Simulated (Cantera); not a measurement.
Feed: 1 mol Si, 1.1 mol HCl, 0.24 mol H2, at 3.30 bar.

These are equilibrium values from Cantera (NASA tables, ideal gas, pure condensed phases), not measurements of a reactor. Candidate condensed phases: Si; 19 gas species. The tables' values for SiCl3 are old estimates; treat these amounts as uncertain. Rates play no part.

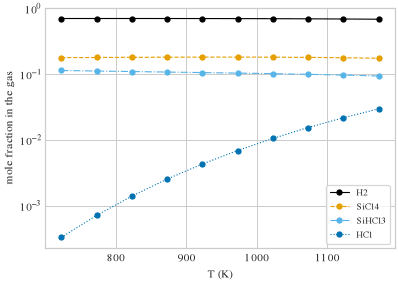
*Equilibrium gas composition (values under 1e-9 drawn at 1e-9)*

Question: Read off the mole fractions at 873 K.

Answer: H2 about 0.70, SiCl4 about 0.18, SiHCl3 about 0.11, HCl about 0.0025.
